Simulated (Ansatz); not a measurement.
CH8ClSi3 (charge +1)

```xyz
13

C    -0.2837    0.6924   -0.6807
Cl    1.9306    0.0122   -2.5427
Si   -0.3076    0.0923   -2.4598
Si    1.5760    0.5705   -0.3189
Si    2.9004    2.4695    0.1657
H    -0.7200   -1.3001   -2.6992
H    -0.6706    1.0573   -3.5102
H    -0.6588    1.7182   -0.5973
H    -0.8710    0.0519   -0.0134
H     1.9253   -0.7216    0.3105
H     2.4320    3.5508   -0.7306
H     2.6316    2.7635    1.5926
H     4.3049    2.0794   -0.0870
```

Geometry: B3LYP/6-31G*.

Level of theory: isolated molecule in a Gaussian basis; Kohn-Sham density functional theory, functional PBE0 in Ansatz 0.2.0.

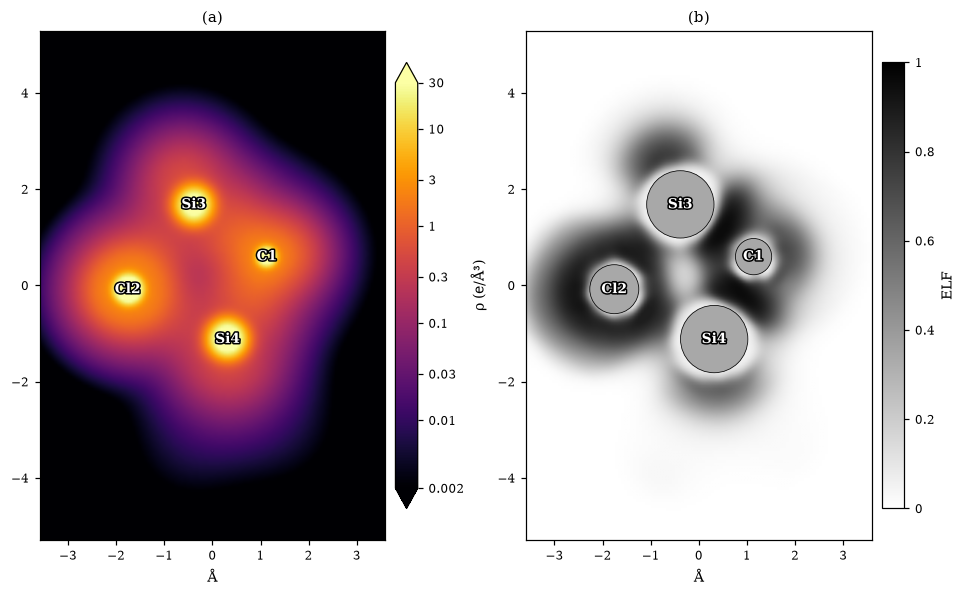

Figure 1. (a) total electron density; (b) electron localisation function on the plane of atoms C1, Si4 and Cl2. Grey discs cover the atomic cores in the ELF map.

Describe what can be read from this map.

Answer. The plane passes through C, Cl and Si nuclei.
C–Si (1.88 Å): ρ is about 0.95 e/Å³ halfway; the ELF peaks at about 0.95 between the atoms; localised, covalent bonding.
Si–Cl (2.24 Å): the density is about 0.6 e/Å³ at the midpoint, with its minimum of 0.43 e/Å³ about 0.8 Å from Si; the ELF peaks at about 0.90 between the atoms: a shared but strongly polarised pair.
Si–Cl (2.32 Å): the density is about 0.51 e/Å³ at the midpoint, with its minimum of 0.37 e/Å³ about 0.9 Å from Si; the ELF peaks at about 0.90 between the atoms, as expected for a polar covalent bond.
The ELF also peaks beside Cl2, away from the bonds: lone-pair regions.

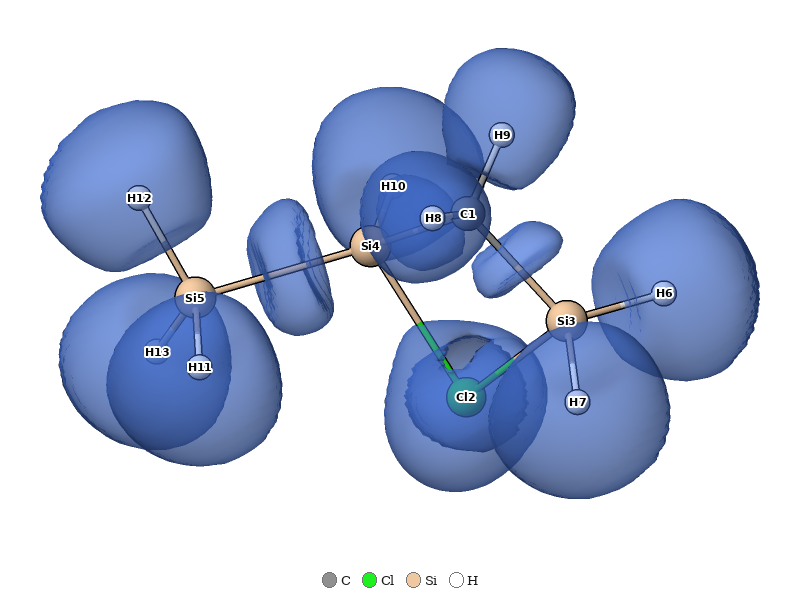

Figure 2. Isosurface of the ELF at 0.8 (blue), seen at a tilt. Only the valence region is drawn (cores and ρ < 0.01 e/Å³ removed).

What do the ELF domains correspond to?

Answer. The ELF exceeds this value in two regions between bonded C–Si atoms (shared pairs), one region between bonded Si–Si atoms (shared pairs), eight regions around hydrogen nuclei and one region on Cl in which the atom's valence shell and bonds are merged.

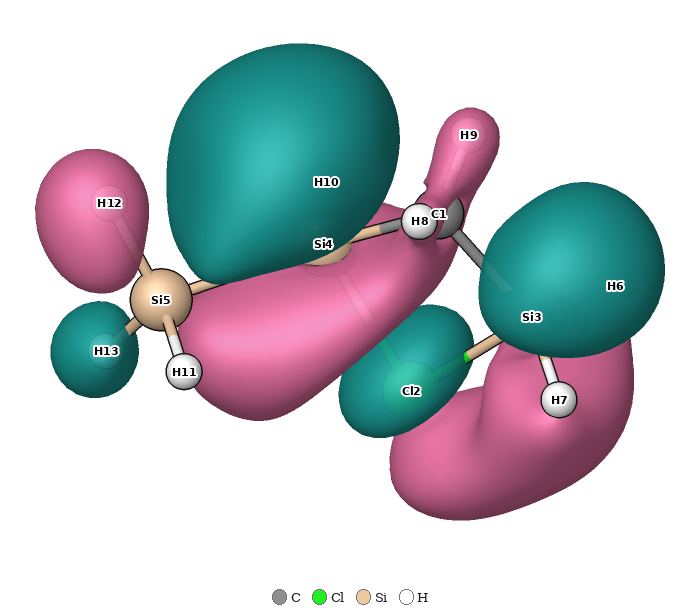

Figure 3. The LUMO at ±0.06 Å⁻³ᐟ² (teal and pink are the two phases), seen across its widest extent.

Where does this orbital lie, and at what energy?

Answer. Its weight (Hirshfeld) is mainly on Si4 (about 45 %), Si3 (about 15 %) and Cl2 (about 15 %). Its energy is −6.26 eV.
